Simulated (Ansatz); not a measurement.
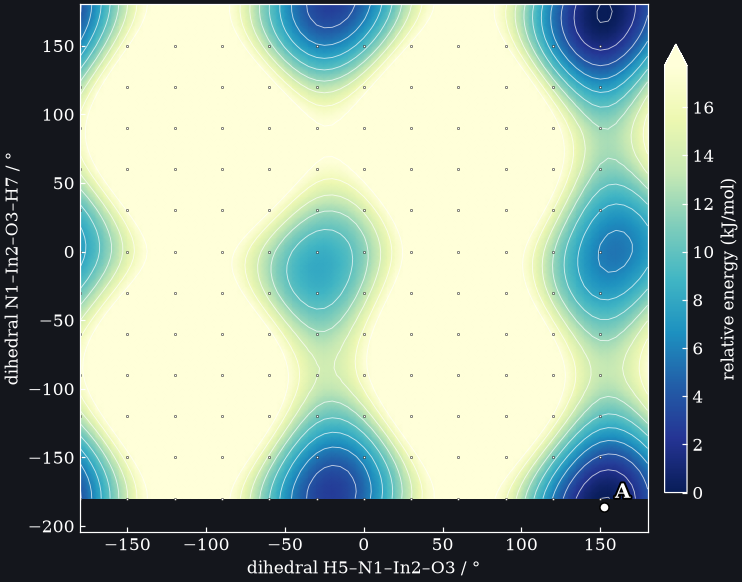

H4InNOS, SMILES [NH2][In]([OH])[SH]. Coordinates scanned: (1) dihedral H5–N1–In2–O3; (2) dihedral N1–In2–O3–H7. Nothing is relaxed (all other coordinates rigid). Grid: 12 × 12 points. All energies are given in kJ/mol relative to the lowest grid point. These are results of Ansatz, RKS SPW92 (LDA)/def2-TZVP, not measurements.

The picture shows a smooth colour map with a few white contour lines, dots at the grid points, one colour for all values above the top of the scale, the well A. Between grid points the surface is interpolated.

**Estimate the position of the minimum and the force constants in these coordinates. Take the well at A.**

The interpolated minimum is at dihedral H5–N1–In2–O3 ≈ 153°, dihedral N1–In2–O3–H7 ≈ −186°. The curvatures there are about 0.41 eV/rad² and 0.21 eV/rad², with a cross term of about −0.045 eV/rad². Round the minimum the valley is somewhat tilted: raising dihedral H5–N1–In2–O3 shifts the best value of dihedral N1–In2–O3–H7 upwards (coupling k₁₂/√(k₁₁k₂₂) about −0.2). (1 eV is 96.5 kJ/mol.)
